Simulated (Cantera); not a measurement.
Charge: 1 mol n-butane, 81 mol H₂, held at 14.0 Pa.

Equilibrium computed with Cantera from the NASA thermochemical tables; the gas is ideal and each condensed phase is pure. Candidate condensed phases: C, C₆H₆, C₇H₈, C₈H₁₈; 76 gas species. Kinetics and transport are ignored.

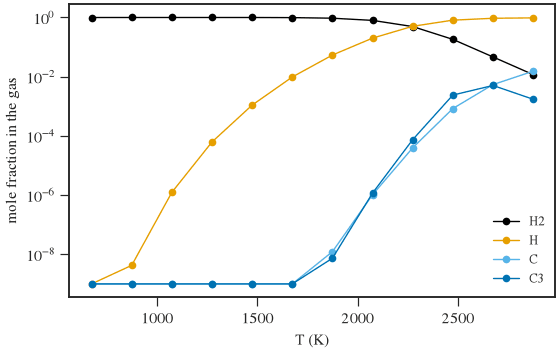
Figure. Equilibrium gas composition (values under 1e-9 drawn at 1e-9)

From 675 K to 2475 K the condensed part is C(graphite). From 2675 K to 2875 K nothing is condensed. The main C-bearing gas is CH₄ at 675 K and C at 2875 K.
